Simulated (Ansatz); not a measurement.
One crystal and one scan (scan of one atom of the cell) at two levels, PBE (plane waves to 420 eV, PAW, scalar-relativistic; Ansatz, an electronic-structure program) and r2SCAN (plane waves to 500 eV, PAW, scalar-relativistic; Ansatz), each from its own relaxed cell and on its own mesh. The cell shown is that of PBE.

Starting cell, GaN (zinc blende):

```xyz
2
Lattice="0.0000 2.2743 2.2743 2.2743 0.0000 2.2743 2.2743 2.2743 0.0000" Properties=species:S:1:pos:R:3 pbc="T T T"
N      3.4114     3.4114     3.4114
Ga     0.0000     0.0000     0.0000
```

In each cell atom 2 (Ga, nearest neighbour N at 1.970 Å; its periodic images, 3.2 Å or more away, move with it) moves by s·(0.707, 0.707, 0.000) (along Cartesian [110]), the rest being held.

Energies are smeared free energies. GaN was relaxed with its symmetry unable to fall. Percentages come from the unrounded values. Both scans cover s from -0.390 to 0.390 Å.

```
quantity                                                            PBE  r2SCAN     PBE − r2SCAN
----------------------------------------------------------------  -----  ------  ---------------
Lattice constant a (Å)                                            4.549   4.498  +0.051 (+1.1 %)
Energy at s = 0.390 Å (meV/cell)                                    982    1094     -112 (-10 %)
Force along the line at s = -0.390 Å (eV/Å)                       5.595   6.220   -0.625 (-10 %)
Force constant k = d²E/ds² at s = 0 (finite differences) (eV/Å²)  11.44   12.80    -1.36 (-11 %)
```

PBE gives the higher value for: lattice constant a. PBE gives the lower value for: energy at s = 0.390 Å; force along the line at s = -0.390 Å; force constant k = d²E/ds² at s = 0. Both give the same symmetry of the curve: even: the same for both signs. Neither level is exact: the differences show how much the result hangs on the functional.

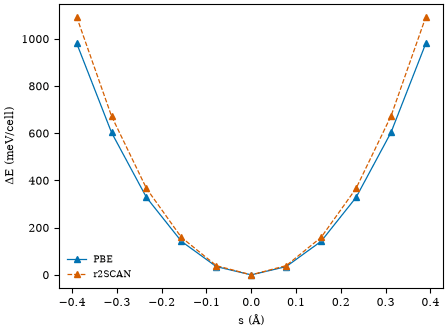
Figure: ΔE, each from the undisplaced structure of its own level.

(For displaced atoms, the force is minus the slope of the energy, and its curvature is a force constant, which sets phonon frequencies.)
